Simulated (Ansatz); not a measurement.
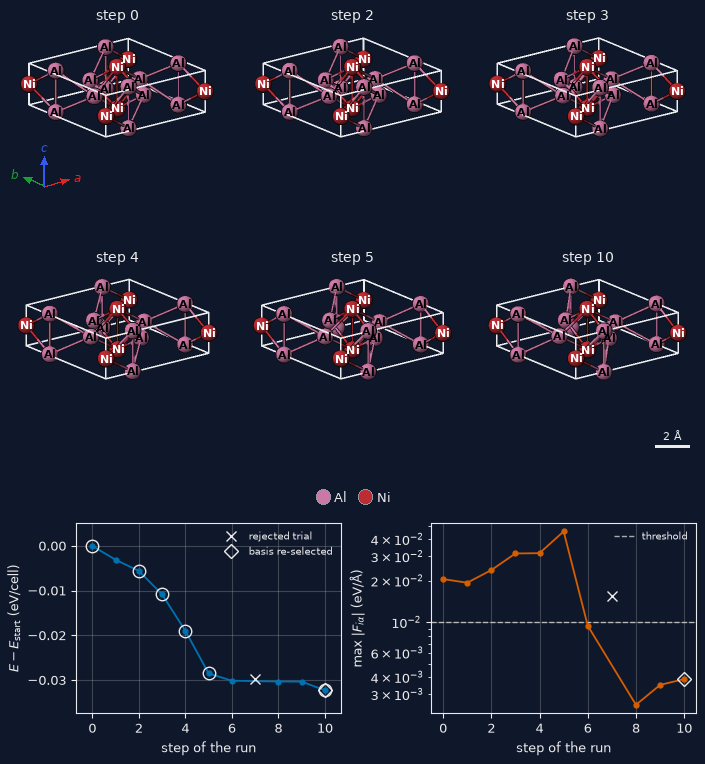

Frames of a relaxation of solid Al4Ni (a generated structure, set up in I4/m), marked on the history of the run. Style: ball-and-stick. Shown: the conventional cell (2 times the calculation's cell), from a free direction. Lengths and directions refer to the drawn axes.

The calculation used DFT PBE, scalar-relativistic, plane waves, PAW in Ansatz 0.2.0.

The input:
```yaml
crystal:
  lattice:
    - [-3.7959767084, 3.7959767084, 1.3276002956]
    - [3.7959767084, -3.7959767084, 1.3276002956]
    - [3.7959767084, 3.7959767084, -1.3276002956]
  atoms:
    - { symbol: Al, position: [0.0581184726, 0.7270455894, 0.785164062] }
    - { symbol: Al, position: [0.9418815274, 0.2729544106, 0.214835938] }
    - { symbol: Al, position: [0.2729544106, 0.0581184726, 0.3310728832] }
    - { symbol: Al, position: [0.7270455894, 0.9418815274, 0.6689271168] }
    - { symbol: Ni, position: [0.5, 0.5, 0.0] }
basis:
  ecutwfc: 420
kpoints:
  mp_grid: { grid: [14, 14, 14] }
hamiltonian:
  xc: pbe
scf:
  occupations: { method: gaussian, width: 0.1 }
output:
  forces: true
  stress: true
  eigenvalues: true
relax:
  adjacent_minimum: "off"
  f_tol: 0.01
  max_steps: 80
  cell: { stress_tol: 0.05 }
```

Launched with:
```bash
ansatz run input.yaml --threads 1 --pin off --max-ram 2560MiB --backend cpu --events-out ev --progress --plain --runs-dir out
```

Question: What happens along the run?

Answer: Over 8 accepted moves (10 points after the start) the energy falls by 32.3 meV per cell of the calculation. The largest force component goes from 0.021 to 0.0039 eV/Å. Pressure: 0.29 GPa at the start and 0.03 GPa at the end. The line search rejected the trial step at point 7 of the run. The SCF was repeated once at an unchanged geometry on a basis and grid sized afresh for the cell, which shifted the energy by 2.0 meV per cell of the calculation at most. The largest moves relative to the cell, 0.46 Å, are those of Al1, Al2, Al3 and Al4. Al3 goes along −a. Ni stays in place. The drawn cell changes as follows: a = b 7.592 → 7.823 Å (+3.0 %), c 2.655 → 2.604 Å (−1.9 %); the volume changes by +4.1 %. Among the contacts that change: Al1–Al1 2.655 → 2.604 Å, Ni5–Ni5 2.655 → 2.604 Å, Al1–Al3 2.845 → 2.826 Å. The space group (tolerance 0.01 Å) goes from I4/m (No. 87) to I4/mmm (No. 139). From step 0 to 2: Al atoms move most (0.03 Å), volume +1.3 %, energy −5.6 meV per cell of the calculation. From step 2 to 3: Al atoms move most (0.09 Å), volume +1.2 %, energy −5.3 meV per cell of the calculation. From step 3 to 4: Al atoms move most (0.20 Å), volume +2.3 %, energy −8.1 meV per cell of the calculation. From step 4 to 5: Al atoms move most (0.08 Å), volume −1.1 %, energy −9.5 meV per cell of the calculation. From step 5 to 10: Al atoms move most (0.07 Å), volume +0.4 %, energy −3.8 meV per cell of the calculation.

| step | E − E(0), meV/atom | largest force component, eV/Å | pressure, GPa | volume, Å³/atom | note |
| --- | --- | --- | --- | --- | --- |
| 0 | 0.00 | 0.0206 | 0.29 | 15.304 |  |
| 1 | -0.62 | 0.0194 | -0.20 | 15.431 |  |
| 2 | -1.12 | 0.0239 | -0.26 | 15.504 |  |
| 3 | -2.17 | 0.0315 | -0.34 | 15.694 |  |
| 4 | -3.80 | 0.0317 | -0.78 | 16.049 |  |
| 5 | -5.70 | 0.0456 | 0.43 | 15.875 |  |
| 6 | -6.03 | 0.0094 | 0.11 | 15.915 |  |
| 7 | -5.94 | 0.0154 | -0.31 | 15.993 | rejected |
| 8 | -6.06 | 0.0025 | -0.04 | 15.939 |  |
| 9 | -6.06 | 0.0035 | -0.01 | 15.937 |  |
| 10 | -6.46 | 0.0039 | 0.03 | 15.937 | same geometry, new basis |
